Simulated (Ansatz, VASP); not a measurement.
# TlGa in two plane-wave programs

Aim: how closely do two programs agree when they are given the same cell, functional and k mesh? The cell is invented: other elements were put on sites of a known structure type. It may not be a known or stable phase. The cell comes out of the VASP series on this material, whose earlier steps may have relaxed, scaled or displaced it; both programs get it as it stands.

Main program and level: Ansatz 0.2.0; plane waves, with VASP 6.6.1 beside it; relaxation of cell and atoms at PBE.

### 1. Starting point

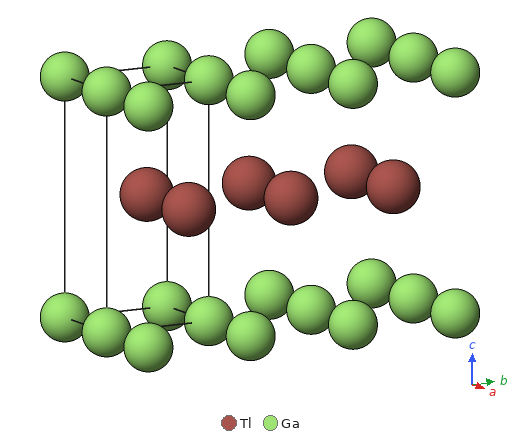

The cell as given, slightly off an axis (thallium brown, gallium green). 2×3×1 cells are drawn. Some periodic images of atoms are drawn too.

### 2. Ansatz: relaxation of cell and atoms, PBE

Ansatz runs on its default PAW (the set named soft_2) files.

The relaxed volume is the usual yardstick between codes: its relative difference is about their pressure difference at one cell divided by the bulk modulus.

input.yaml reads:

```yaml
crystal:
  lattice:
    - [3.3120599323, 0.0, 0.0]
    - [-1.6560299662, 2.8683280421, 0.0]
    - [0.0, 0.0, 5.4122317569]
  atoms:
    - { symbol: Tl, position: [0.33333333, 0.66666667, 0.5] }
    - { symbol: Ga, position: [0.0, 0.0, 0.0] }
hamiltonian:
  xc: pbe
  pseudopotentials: { kind: paw }
kpoints:
  mp_grid: { grid: [8, 8, 4] }
scf:
  occupations: { method: methfessel_paxton, width: 0.2 }
relax:
  f_tol: 0.01
  max_steps: 60
  cell: { stress_tol: 0.05 }
output:
  forces: true
  stress: true
```

Command:

```console
ansatz run input.yaml --threads 4 --pin off --max-ram 9216MiB --backend cpu --events-out ev --progress --plain --runs-dir out
```

Numbers of over 12 decimals in the logs are rounded to 6 here.

The program printed:

```text
Engine: ansatz 0.2.0, aarch64-unknown-linux-gnu
Pseudopotentials: kind: paw
Pseudopotential: Tl, paw, valence charge 13, recommended cutoff 420 eV (normal), Tl.paw.azcp
Pseudopotential: Ga, paw, valence charge 13, recommended cutoff 420 eV (normal), Ga.paw.azcp
Functional definition: PBE
  parameter kappa = 0.804
  parameter beta = 0.066725
  exchange = pbe_x(kappa = kappa, mu = beta*pi^2/3)
  correlation = pbe_c(beta = beta)
Crystal: 2 atoms, lattice volume = 51.417 Å³
Basis set: ecut = 420 eV, 1003 PW (Γ), exchange–correlation on 48×48×80 points (8 copies of the dense FFT grid, shifted against one another)
Bands: 17, of which v1, the nominal top of the filled ones, is band 13 counted from 1 (12 counted from 0)
Symmetry: 12 space group operations
Space group: P-6m2 (ITA 187), of the structure as read, at distance tolerance 3.7e-5 Å
k-points: 30 of 256 (time reversal used)
Non-local potential: Tl, projectors of the file, l = 0: 2, l = 1: 2, l = 2: 2, l = 3: 1
Non-local potential: Ga, projectors of the file, l = 0: 2, l = 1: 2, l = 2: 3, l = 3: 1
PAW form: soft (Blöchl's): semilocal exchange-correlation on the pseudo side does not see the compensation charge
PAW one-centre angular grid: Tl, 590 points (default); XC on 64 Gauss nodes
PAW one-centre angular grid: Ga, 590 points (default); XC on 64 Gauss nodes
Initial density: superposition of atomic densities (neutral atoms: chi_scale 0, normalization atom), corrected by the library's trained network
Initial wavefunctions: pseudopotential atomic-orbital guess
Functional: x = pbe(κ = 0.804, μ = 0.219515), c = pbe(β = 0.066725)
SCF iter   1: F=—  HF=-15226.794680 eV  |F-HF|=—  |Δ(HF+E_count)|=         —  Δρ=1.23e-3  dr2=1.23e-3  ethr=1.77e-3  ⟨swp⟩=5.3  Hψ=2427  notcnv=0
preconditioner: auto → Kerker (q_TF=auto, 2.435 Å⁻¹)  [metal: Δε(μ)=0.021 eV  Ē_g=14.915 eV  σ=0.200 eV  W_gap=0.09  n_scr=10 (ndim 8)  ℏωp=26.4 eV  f_vac=0.000  D(μ)=2.86/eV (n_scr^D=22)]
SCF iter   2: F=—  HF=-15226.793439 eV  |F-HF|=—  |Δ(HF+E_count)|=   1.24e-3  S|Δr|=    0.00e0  Δρ=7.56e-4  dr2=5.71e-4  ethr=4.72e-6  ⟨swp⟩=2.3  Hψ=920  notcnv=0
SCF iter   3: F=—  HF=-15226.793356 eV  |F-HF|=—  |Δ(HF+E_count)|=   8.32e-5  S|Δr|=    0.00e0  Δρ=1.86e-4  dr2=2.00e-5  ethr=2.20e-6  ⟨swp⟩=2.4  Hψ=764  notcnv=0
SCF iter   4: F=—  HF=-15226.793356 eV  |F-HF|=—  |Δ(HF+E_count)|=   1.67e-7  S|Δr|=    0.00e0  Δρ=1.13e-4  dr2=6.72e-6  ethr=7.70e-8  ⟨swp⟩=2.0  Hψ=874  notcnv=0
SCF iter   5: F=—  HF=-15226.793350 eV  |F-HF|=—  |Δ(HF+E_count)|=   6.22e-6  S|Δr|=    0.00e0  Δρ=4.45e-5  dr2=1.07e-6  ethr=2.58e-8  ⟨swp⟩=2.0  Hψ=896  notcnv=0
SCF iter   6: F=—  HF=-15226.793350 eV  |F-HF|=—  |Δ(HF+E_count)|=   1.66e-7  S|Δr|=    0.00e0  Δρ=1.56e-5  dr2=1.58e-7  ethr=4.13e-9  ⟨swp⟩=2.0  Hψ=726  notcnv=0
SCF iter   7: F=-15226.793350 eV  HF=-15226.793350 eV  |F-HF|=1.00e-9  |Δ(HF+E_count)|=   3.68e-8  S|Δr|=    0.00e0  Δρ=3.26e-6  dr2=8.57e-9  ethr=3.85e-10  ⟨swp⟩=4.0  Hψ=1562  notcnv=0
SCF 1 converged in 7 iterations: F = -15226.793350 eV  dr2 = 8.57e-9
  greatest PAW one-centre occupation: 0.995 electrons in one spin orbital (limit 2), on the Ga atom at site 1 (counted from 0), in its partial waves of l = 2
relax step   1: F+E_penalty+E_count = -15226.79334988 eV  Δ(F+E_penalty+E_count) = +0.000e0 eV  max|allowed force component| = 1.388e-17 eV/Å  Δτ_max = 0.0000 Å  P = +0.697 GPa  Ω = 51.417 Å³  (7 SCF iters, dr2 threshold 1.00e-7 eV, accepted)
[... from here on, the SCF cycles and remarks between the steps are left out ...]
relax step   2: F+E_penalty+E_count = -15226.79543783 eV  Δ(F+E_penalty+E_count) = -2.088e-3 eV  max|allowed force component| = 2.197e-17 eV/Å  Δτ_max = 0.0000 Å  P = +0.176 GPa  Ω = 52.262 Å³  energy of the carried Pulay correction = -2.150e-4 eV  (5 SCF iters, dr2 threshold 2.00e-7 eV, accepted)
relax step   3: F+E_penalty+E_count = -15226.79566824 eV  Δ(F+E_penalty+E_count) = -2.304e-4 eV  max|allowed force component| = 1.735e-17 eV/Å  Δτ_max = 0.0000 Å  P = -0.001 GPa  Ω = 52.577 Å³  energy of the carried Pulay correction = -2.942e-4 eV  (4 SCF iters, dr2 threshold 1.28e-7 eV, accepted)
relax step   4: F+E_penalty+E_count = -15226.79634976 eV  Δ(F+E_penalty+E_count) = -6.815e-4 eV  max|allowed force component| = 1.388e-17 eV/Å  Δτ_max = 0.0000 Å  P = -0.253 GPa  Ω = 53.084 Å³  energy of the carried Pulay correction = -4.206e-4 eV  (5 SCF iters, dr2 threshold 1.03e-7 eV, accepted)
relax step   5: F+E_penalty+E_count = -15226.82950015 eV  Δ(F+E_penalty+E_count) = -3.315e-2 eV  max|allowed force component| = 4.857e-17 eV/Å  Δτ_max = 0.0000 Å  P = -2.033 GPa  Ω = 56.018 Å³  energy of the carried Pulay correction = -1.129e-3 eV  (6 SCF iters, dr2 threshold 2.00e-7 eV, accepted)
relax step   6: F+E_penalty+E_count = -15226.84250795 eV  Δ(F+E_penalty+E_count) = -1.301e-2 eV  max|allowed force component| = 3.354e-17 eV/Å  Δτ_max = 0.0000 Å  P = -2.286 GPa  Ω = 56.386 Å³  energy of the carried Pulay correction = -1.215e-3 eV  (6 SCF iters, dr2 threshold 2.00e-7 eV, accepted)
relax step   7: F+E_penalty+E_count = -15226.86197985 eV  Δ(F+E_penalty+E_count) = -1.947e-2 eV  max|allowed force component| = 1.850e-17 eV/Å  Δτ_max = 0.0000 Å  P = +2.121 GPa  Ω = 49.202 Å³  energy of the carried Pulay correction = +5.801e-4 eV  (6 SCF iters, dr2 threshold 2.00e-7 eV, accepted)
relax step   8: F+E_penalty+E_count = -15226.88222023 eV  Δ(F+E_penalty+E_count) = -2.024e-2 eV  max|allowed force component| = 6.939e-18 eV/Å  Δτ_max = 0.0000 Å  P = +0.063 GPa  Ω = 51.687 Å³  energy of the carried Pulay correction = -6.905e-5 eV  (5 SCF iters, dr2 threshold 2.00e-7 eV, accepted)
relax step   9: F+E_penalty+E_count = -15226.88222126 eV  Δ(F+E_penalty+E_count) = -1.034e-6 eV  max|allowed force component| = 1.041e-17 eV/Å  Δτ_max = 0.0000 Å  P = +0.003 GPa  Ω = 51.779 Å³  energy of the carried Pulay correction = -9.260e-5 eV  (4 SCF iters, dr2 threshold 1.68e-8 eV, accepted)
relax step  10: F+E_penalty+E_count = -15226.88244088 eV  Δ(F+E_penalty+E_count) = -2.196e-4 eV  max|allowed force component| = 9.252e-18 eV/Å  Δτ_max = 0.0000 Å  P = -0.003 GPa  Ω = 51.779 Å³  stress off target by 1.23e-2 GPa  SCF on the basis re-selected at this cell (its energy is not comparable with the rows above)  (7 SCF iters)
basis re-selected at this cell: Δ(F+E_penalty+E_count) = -2.196e-4 eV, ΔP = -0.006 GPa vs the last step (what re-selecting the basis moved, of the pressure what is left beyond the Pulay correction that the steps carried, after the strain that the cell walked since its last selection, with what the two solves' SCF thresholds leave and, on support functions, any second-order correction that the steps lacked; it is no measure of the basis error at this ecutwfc). The dense FFT grid was sized anew with the basis: this SCF ran on 24×24×36 points, the steps before it on 24×24×40, so part of this shift can come from that change (see relax.cell in the input reference). [rest of the remark cut]
SCF converged after 7 iterations
Stability not checked: this state was not tested for a lower state beside it, because cold or Methfessel-Paxton smearing, or corrected tetrahedra, fill the levels in a way that the test cannot read (fill_not_monotonic; see scf.lower_state_search)
Free energy (F): -15226.882441 eV
Harris-Foulkes:  -15226.882441 eV  (|F-HF|=2.18e-11)
Internal energy: -15226.883465 eV  (E = F + TS)
E sigma→0 (E₀):  -15226.882697 eV
Entropy (-TS):   0.001024 eV (0.512 meV/atom)
Fermi energy:    9.120320 eV
--- Per-component energies (eV) ---
  E_band       = -53.887341
  E_kinetic    = 447.249165
  E_local      = -2828.009715  (includes V_loc(G=0)·N_el)
  E_nonlocal   = 738.386118
  E_hartree    = 1232.402523
  E_xc         = -299.473357
  E_vxc        = -199.337250  (∫ρ·V_xc dr)
  E_paw        = -12148.866948  (= ΣΔE_a)
  E_vpaw       = -676.980635  (= ΣTr[D̂ρ^β])
  E_aug_tail   = -0.000089  (compensation charges beyond the density's cutoff)
  E_ewald      = -2368.571162
  E_smearing   = 0.001024  (= −TS)
  E_closure    = 0.000000  (closes the sum)
  Σ components = -15226.882441   (vs F -15226.882441, Δ=0.00e0)
--- Forces (eV/Å), atoms counted from 1 ---
  atom   1  Tl     0.00000000     0.00000000     0.00000000
  atom   2  Ga    -0.00000000    -0.00000000    -0.00000000
  max |Σ_I F_I| component: 2.31e-18 eV/Å
--- Stress (GPa, compression-positive) ---
        0.002326       0.000000      -0.000000
       -0.000000       0.002326       0.000000
       -0.000000       0.000000      -0.012319
  P = ⅓ Tr σ = -0.0026 GPa (-0.026 kbar)
--- Relaxed structure (9 steps of the walk, 9 accepted, 1 SCFs on fresh bases) ---
  F+E_penalty+E_count = -15226.88244088 eV   max|allowed force component| = 9.252e-18 eV/Å   (the final SCF, on the basis selected at the relaxed cell)
  cell:  # Å, volume = 51.7790 Å³
    - [3.504428, 3.054411919746403e-11, -2.598290991665995e-18]
    - [-1.752214, 3.034924, 1.2991454958525603e-18]
    - [-4.2458630887178375e-18, 0, 4.868423]
  atoms:
    - { symbol: Tl, position: [0.333333, 0.666667, 0.5] }
    - { symbol: Ga, position: [-1.8503717008154194e-17, -9.251858607474673e-18, 0] }
```

The job ended after 5.5 s (4 threads of Arm Neoverse V2, shared host; peak memory 0.35 GiB).

### 3. VASP: relaxation of cell and atoms, PBE

The same cell, functional, mesh and smearing now go to VASP, with its own data sets and cutoff.

Lines of VASP's logs that name or quote its potential files are left out, and so is its time.

INCAR reads:

```
SYSTEM = TlGa
PREC = Accurate
ENCUT = 400
EDIFF = 1E-06
NELM = 100
ISMEAR = 1
SIGMA = 0.2
LREAL = .FALSE.
ALGO = Normal
GGA = PE
LORBIT = 11
LWAVE = .FALSE.
LCHARG = .FALSE.
IBRION = 2
NSW = 60
ISIF = 3
EDIFFG = -0.01
```

POSCAR reads:

```
TlGa
1.0
    3.3120599323      0.0000000000      0.0000000000
   -1.6560299662      2.8683280421      0.0000000000
    0.0000000000      0.0000000000      5.4122317569
Tl Ga
1 1
Direct
    0.3333333300      0.6666666700      0.5000000000
    0.0000000000      0.0000000000      0.0000000000
```

KPOINTS reads:

```
Automatic mesh
0
Gamma
8 8 4
0 0 0
```

The projector-augmented-wave data sets are Tl_d and Ga_d (PBE family, release 64).

Command:

```console
mpirun -np 1 vasp_std
```

The program printed:

```text
[banner, memory and clock lines left out]
running    1 mpi-ranks, on    1 nodes
 distrk:  each k-point on    1 cores,    1 groups
 distr:  one band on    1 cores,    1 groups

 POSCAR found type information on POSCAR TlGa
 POSCAR found :  2 types and       2 ions
 LDA part: xc-table for (Slater+PW92), standard interpolation
 POSCAR, INCAR and KPOINTS ok, starting setup
 FFT: planning ... GRIDC
 FFT: planning ... GRID_SOFT
 FFT: planning ... GRID
 WAVECAR not read
 entering main loop
       N       E                     dE             d eps       ncg     rms          rms(c)
DAV:   1     0.130397292852E+03    0.13040E+03   -0.12572E+04  1045   0.187E+03
DAV:   2     0.205032674495E+01   -0.12835E+03   -0.12638E+03  1044   0.352E+02
DAV:   3    -0.471350129208E+01   -0.67638E+01   -0.67161E+01  1319   0.804E+01
DAV:   4    -0.480341620857E+01   -0.89915E-01   -0.89818E-01  1089   0.890E+00
DAV:   5    -0.480542960367E+01   -0.20134E-02   -0.20132E-02  1426   0.134E+00    0.286E+00
DAV:   6    -0.476507870789E+01    0.40351E-01   -0.85312E-02  1167   0.300E+00    0.199E+00
DAV:   7    -0.475768202132E+01    0.73967E-02   -0.32930E-02  1175   0.172E+00    0.606E-01
DAV:   8    -0.475700595823E+01    0.67606E-03   -0.33424E-03  1158   0.639E-01    0.341E-02
DAV:   9    -0.475701258601E+01   -0.66278E-05   -0.94719E-05  1172   0.861E-02    0.103E-02
DAV:  10    -0.475701619323E+01   -0.36072E-05   -0.63519E-06  1031   0.221E-02    0.320E-03
DAV:  11    -0.475701697892E+01   -0.78569E-06   -0.72907E-07   617   0.913E-03
   1 F= -.47570170E+01 E0= -.47530380E+01  d E =-.475702E+01
[... from here on, the cycles between the ionic steps are left out ...]
   2 F= -.47581441E+01 E0= -.47540558E+01  d E =-.112715E-02
   3 F= -.47582055E+01 E0= -.47541022E+01  d E =-.118849E-02
   4 F= -.47582331E+01 E0= -.47541000E+01  d E =-.121611E-02
   5 F= -.47582351E+01 E0= -.47541165E+01  d E =-.121815E-02
   6 F= -.47582381E+01 E0= -.47541136E+01  d E =-.122112E-02
   7 F= -.47582376E+01 E0= -.47541154E+01  d E =-.122059E-02
   8 F= -.47582626E+01 E0= -.47541648E+01  d E =-.249870E-04
   9 F= -.47582702E+01 E0= -.47541816E+01  d E =-.326307E-04
  10 F= -.47582828E+01 E0= -.47542144E+01  d E =-.452175E-04
  11 F= -.47583009E+01 E0= -.47542410E+01  d E =-.181261E-04
  12 F= -.47583632E+01 E0= -.47543323E+01  d E =-.803693E-04
  13 F= -.47585172E+01 E0= -.47545541E+01  d E =-.234399E-03
  14 F= -.47588880E+01 E0= -.47550706E+01  d E =-.605159E-03
 curvature:  -2.67 expect dE=-0.175E-02 dE for cont linesearch -0.551E-03
 ZBRENT: increasing intervall
 opt :   3.6135  next Energy=    -4.759793 (dE=-0.151E-02)
 bond charge predicted
       N       E                     dE             d eps       ncg     rms          rms(c)
DAV:   1    -0.477762331770E+01   -0.18735E-01   -0.47768E-01  1048   0.597E+00    0.715E-01
DAV:   2    -0.476508625898E+01    0.12537E-01   -0.15448E-02  1127   0.145E+00    0.400E-01
DAV:   3    -0.475963938401E+01    0.54469E-02   -0.75017E-03  1104   0.891E-01    0.108E-01
DAV:   4    -0.475959425397E+01    0.45130E-04   -0.13659E-03  1065   0.304E-01    0.206E-02
DAV:   5    -0.475959589349E+01   -0.16395E-05   -0.52777E-05  1189   0.584E-02    0.114E-02
DAV:   6    -0.475959535898E+01    0.53451E-06   -0.33479E-06  1023   0.158E-02
  15 F= -.47595954E+01 E0= -.47558490E+01  d E =-.131257E-02
 curvature:  -4.39 expect dE=-0.531E-02 dE for cont linesearch -0.793E-03
 ZBRENT: increasing intervall
 opt :   7.3841  next Energy=    -4.760942 (dE=-0.266E-02)
 bond charge predicted
       N       E                     dE             d eps       ncg     rms          rms(c)
DAV:   1    -0.483314812025E+01   -0.73552E-01   -0.19375E+00  1052   0.120E+01    0.143E+00
DAV:   2    -0.478487720223E+01    0.48271E-01   -0.61480E-02  1109   0.286E+00    0.797E-01
DAV:   3    -0.476413791772E+01    0.20739E-01   -0.28522E-02  1079   0.162E+00    0.217E-01
DAV:   4    -0.476391910559E+01    0.21881E-03   -0.46276E-03  1063   0.571E-01    0.434E-02
DAV:   5    -0.476392346772E+01   -0.43621E-05   -0.18134E-04  1214   0.103E-01    0.218E-02
DAV:   6    -0.476392119646E+01    0.22713E-05   -0.12660E-05  1171   0.328E-02    0.232E-03
DAV:   7    -0.476392115482E+01    0.41639E-07   -0.54932E-07   608   0.933E-03
[... the rest is left out ...]
```

From OUTCAR (step 3):

```text
ion  position               nearest neighbor table
   1  0.333  0.667  0.500-   2 3.31   2 3.31   2 3.31   2 3.31   2 3.31   2 3.31
   2  0.000  0.000  0.000-   1 3.31   1 3.31   1 3.31   1 3.31   1 3.31   1 3.31

  LATTYP: Found a hexagonal cell.
 ALAT       =     3.3120599323
 C/A-ratio  =     1.6340983761

 Subroutine GETGRP returns: Found 12 space group operations
 (whereof 12 operations were pure point group operations)

The static configuration has the point symmetry D_3h.

 Found     30 irreducible k-points:

   k-points           NKPTS =     30   k-points in BZ     NKDIM =     30   number of bands    NBANDS=     17

   dimension x,y,z NGX =    24 NGY =   24 NGZ =   36
   dimension x,y,z NGXF=    48 NGYF=   48 NGZF=   72

   ENCUT  =  400.0 eV  29.40 Ry    5.42 a.u.   5.40  5.40  8.83*2*pi/ulx,y,z

   NELECT =      26.0000    total number of electrons

 k-points in reciprocal lattice and weights: Automatic mesh
   0.00000000  0.00000000  0.00000000       0.004
   0.12500000 -0.00000000  0.00000000       0.023
   0.25000000 -0.00000000  0.00000000       0.023
   0.37500000 -0.00000000  0.00000000       0.023
   0.50000000 -0.00000000  0.00000000       0.012
   0.12500000  0.12500000  0.00000000       0.023
   0.25000000  0.12500000  0.00000000       0.047
   0.37500000  0.12500000  0.00000000       0.047
   0.25000000  0.25000000  0.00000000       0.023
[...]
0.25000000  0.25000000  0.50000000       0.023
   0.37500000  0.25000000  0.50000000       0.023

 average (electrostatic) potential at core
       1 -84.1911       2 -65.0705

 E-fermi :   5.5329

 k-point     1 :       0.0000    0.0000    0.0000
  band No.  band energies     occupation
    ...
      9      -5.8416      2.00000
     10      -5.8416      2.00000
     11      -4.5573      2.00000
     12       2.0689      2.00000
     13       3.0491      2.00000
     14      11.4474      0.00000
     15      11.4474      0.00000
     16      14.1852      0.00000
     17      14.1852      0.00000

 k-point     2 :       0.1250   -0.0000    0.0000
  band No.  band energies     occupation
    ...
      9      -5.8901      2.00000
     10      -5.8493      2.00000
     11      -4.2818      2.00000
     12       2.2291      2.00000
     13       3.3789      2.00000
     14       9.3110     -0.00000
     15      10.5937      0.00000
     16      12.8193      0.00000
     17      14.8981      0.00000

 k-point     3 :       0.2500   -0.0000    0.0000
  band No.  band energies     occupation
    ...
      9      -5.8913      2.00000
     10      -5.8679      2.00000
     11      -3.4407      2.00000
     12       2.6010      2.00000
     13       4.3149      2.00000
     14       6.4055     -0.00000
     15       9.3662     -0.00000
     16      10.8871      0.00000
     17      13.1096      0.00000

  Total       -0.0061943     -0.0061943     -0.0191465      0.0000000     -0.0000000      0.0000000
  in kB       -0.1929410     -0.1929410     -0.5963813      0.0000000     -0.0000000      0.0000000
  external PRESSURE =      -0.3274211 kB  Pullay stress =       0.0000000 kB

  energy-cutoff  :      400.00
  volume of cell :       51.44
      direct lattice vectors                 reciprocal lattice vectors
     3.491702565 -0.000000000  0.000000000     0.286393237  0.165349212  0.000000000
    -1.745851283  3.023903126 -0.000000000     0.000000000  0.330698425  0.000000000
     0.000000000 -0.000000000  4.871593249    -0.000000000  0.000000000  0.205271653

 POSITION                                       TOTAL-FORCE (eV/Angst)
 -----------------------------------------------------------------------------------
     -0.00000      2.01594      2.43580         0.000000      0.000000      0.000000
      0.00000      0.00000      0.00000        -0.000000     -0.000000     -0.000000
 -----------------------------------------------------------------------------------
    total drift:                                0.000010     -0.000006     -0.000000

  FREE ENERGIE OF THE ION-ELECTRON SYSTEM (eV)
  ---------------------------------------------------
  free  energy   TOTEN  =        -4.8407549551 eV

  energy  without entropy=       -4.8413960507  energy(sigma->0) =       -4.84096865

 reached required accuracy - stopping structural energy minimisation

 total charge
# of ion       s       p       d       tot
------------------------------------------
    1        1.163   0.423   9.640  11.226
    2        1.085   0.422   9.933  11.440
--------------------------------------------------
tot          2.248   0.845  19.573  22.666

[... 3 further parts left out ...]
```

### 4. Side by side

Known differences besides the PAW data sets themselves: both relaxations stop at a tolerance, which leaves soft axes loose, and VASP keeps its plane-wave basis; the cutoff is 420 eV in Ansatz and 400 eV in VASP; VASP leaves aspherical gradient terms in its spheres out (LASPH is not set), Ansatz keeps them; Ansatz adds a Pulay correction to the stress that steers its cell, VASP none. Total energies have different zeros and are not compared.

The two programs side by side:

| quantity | Ansatz | VASP | difference |
| --- | --- | --- | --- |
| volume (Å³) | 51.78 | 51.44 | +0.66 % |
| edge a after relaxation, in the typed setting (Å) | 3.504 | 3.492 | +0.36 % |
| edge c after relaxation, in the typed setting (Å) | 4.868 | 4.872 | -0.07 % |

The walks stopped with 0.00 GPa left in Ansatz and -0.03 GPa in VASP; each walk ends within a tolerance, so the volume difference is uncertain by about these residues over the bulk modulus, most in soft cells.

### 5. Outcome

* difference in volume (relaxation of cell and atoms, PBE): 0.66 %

In words: The difference in volume is 0.66 % (relaxation of cell and atoms, PBE), within the 1.2 % picked in this series as the mark of a large difference, as far as the stopping tolerances let one tell. Differences of this kind measure data sets and numerical settings, not the functional's error against experiment.

[Lines on the potential files, build, host, timing and source positions are cut from VASP's logs without a mark.]

[Logs are printed without paths, hosts, clocks, repeated set-up lines and the standing remarks that a program may print on its own settings, such as how far it seeks lower states.]

[Hosts, paths, dates, database ids (printed as entryN), source tags and the programs' standing remarks are cut or masked in the printed files.]
